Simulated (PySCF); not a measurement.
Species, as SMILES: [SiH3][SiH] (SiH-SiH3) (closed-shell singlet).
Geometry (B3LYP-D3(BJ)/def2-TZVP, fixed):
```
Si
H 1 1.4846
H 1 1.4893 2 107.80
H 1 1.4893 2 107.80 3 -116.32
Si 1 2.3971 2 114.30 3 121.84
H 5 1.5236 1 88.28 2 -180.00
```

Basis-set convergence of the mean static polarisability at HF with PySCF. All functions are spherical. Density fitting with generated auxiliary sets. In sets without p functions on hydrogen, species with hydrogen take exact integrals. No added dispersion term, no relativity. Reference: the value in aug-pcseg-2, 65.22 bohr³, itself unsure by roughly 0.3 % (its distance from aug-cc-pV(T+d)Z). Deviations are taken from unrounded values. Cost is core time over that of 6-311++G(2d,2p), rough, on shared machines of one kind; a dash marks a row that isn't timed (too short, read off another run, short of memory, by another algorithm or on other hardware).

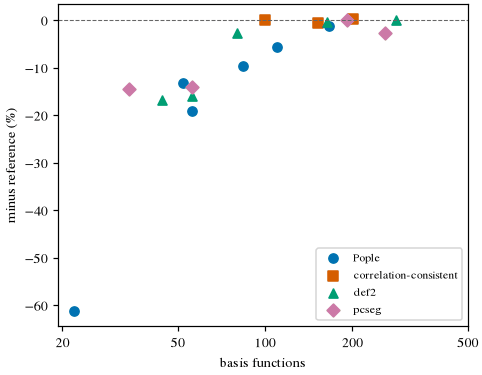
Deviation from the reference against the number of basis functions, by family of sets.

```tsv
basis	functions	mean static polarisability (bohr³)	minus reference (%)	cost
STO-3G	22	25.26	-61.3	-
pcseg-0	34	55.82	-14.4	-
def2-SV(P)	44	54.24	-16.8	-
6-31+G*	52	56.69	-13.1	-
6-31G**	56	52.80	-19.0	-
def2-SVP	56	54.86	-15.9	-
pcseg-1	56	56.09	-14.0	-
def2-SVPD	80	63.52	-2.6	-
6-311+G**	84	58.96	-9.6	-
aug-cc-pV(D+d)Z	100	65.30	0.1	0.8×
6-311++G(2d,2p)	110	61.54	-5.6	1×
jun-cc-pV(T+d)Z	152	64.88	-0.5	3×
def2-TZVPPD	164	65.06	-0.3	4×
6-311++G(3df,3pd)	166	64.42	-1.2	5×
aug-pcseg-2	192	65.22	0.0	7×
aug-cc-pV(T+d)Z	202	65.42	0.3	7×
pcseg-3	260	63.49	-2.7	20×
def2-QZVPPD	284	65.33	0.2	20×
```
